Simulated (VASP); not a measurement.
Band structure of BaTiO₃ (cubic perovskite). Computed with rev-vdW-DF2, VASP's PBE PAW potentials (set 64) (plane waves; VASP 6.6.1).

Unless said otherwise, spin-orbit coupling is left out, though it shifts the bands of the heavy elements here.

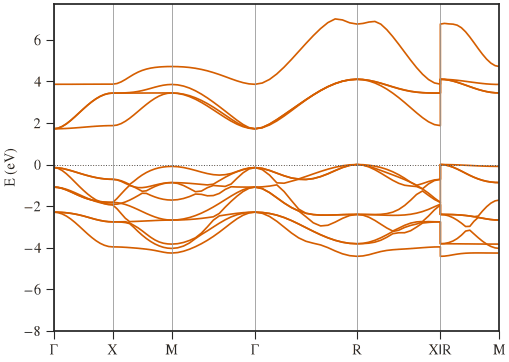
Figure: Bands along high-symmetry lines, zero at the valence-band maximum or, without a gap, the Fermi level

Read the plot: is there a gap, and where are the band edges?

The gap is indirect, 1.72 eV, from the valence maximum at R to the conduction minimum at Γ. (Edges off the drawn lines would not show.)

Measured: gap 3.20 eV (computed value off by -1.48 eV), as given by Yu-ichiro Matsushita et al., Physical Review B (2011), arXiv:1104.2769.

The compound is BaTiO3 in the cubic perovskite structure, the ideal cubic form; the compound distorts at low or room temperature. It was relaxed first.
